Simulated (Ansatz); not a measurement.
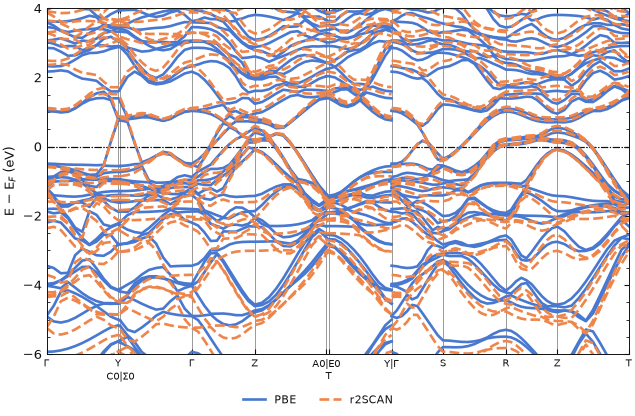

Band structures of Zr3TiSi8, space group C222, 12 atoms in the cell, by two methods on the same cell. Each is counted from its own Fermi level.

**What changes from one method to the other?**

Both give a metal. The 9 bands that come within 1 eV of the Fermi level differ by 0.08 eV on average and by 0.18 eV at most (between Γ and Y).

Settings. PBE: DFT PBE, scalar-relativistic, plane waves, PAW, no spin polarisation, 6×6×8 k mesh, 420 eV cutoff, Gaussian smearing of 0.1 eV (Ansatz). r2SCAN: DFT r2SCAN, scalar-relativistic, plane waves, PAW, no spin polarisation, 6×6×8 k mesh, 500 eV cutoff, Gaussian smearing of 0.1 eV (Ansatz 0.2.0).

The structure is an invented one, so it need not be a known or stable phase.
